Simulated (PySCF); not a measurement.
F$_{4}$MoS.

Level of theory: PBE0/def2-TZVP (PySCF), at a geometry from GFN2-xTB. Core potentials replace the inner electrons of Mo; spin–orbit coupling isn't included. This is a single-reference result, which may miss multireference character in this system. No frequency check shows the geometry to be a minimum. GFN2-xTB bond lengths at metals and heavier atoms can be off by up to 0.1 Å and shapes distorted, which carries into these values.

Geometry (Å), atoms numbered from 1:

```
Mo1      0.2331   -0.0000    0.0004
S2      -1.9158    0.0000   -0.0057
F3       0.5777    1.6674    0.4363
F4       0.5865    0.4342   -1.6652
F5       0.5814   -1.6673   -0.4321
F6       0.5726   -0.4341    1.6694
```

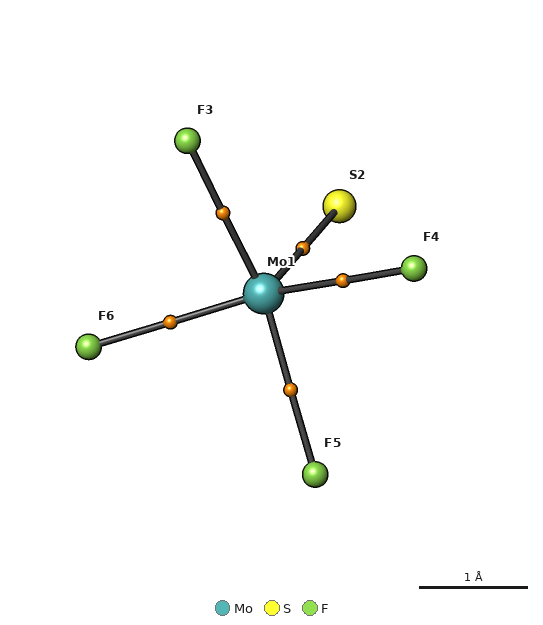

Molecular graph of the electron density (QTAIM): bond paths, bond critical points (orange), ring points (yellow, if any); weak paths are dashed.

Question: How many critical points of each kind are there, and does the count close?

Answer: 6 nuclei, 5 bond, 0 ring and 0 cage critical points: 6 − 5 + 0 − 0 = 1, as the Poincaré–Hopf relation requires.

Question: Give the properties at the bond critical points.

Answer:
```csv
bond,length (Å),ρ (a.u.),∇²ρ (a.u.),ε,H (a.u.)
Mo1–F4 (4 alike),1.757,0.204,+0.98,0.03,−0.097
Mo1–S2,2.149,0.150,+0.09,0.00,−0.086
```

Question: What kind of interaction is Mo1–S2?

Answer: Polar or intermediate (positive Laplacian, negative energy density H): ρ = 0.150, ∇²ρ = +0.09, H = −0.086 a.u.

Cost of the run: 32 s on 1 thread of Arm Neoverse V1, on a shared host, peak memory 0.76 GiB.
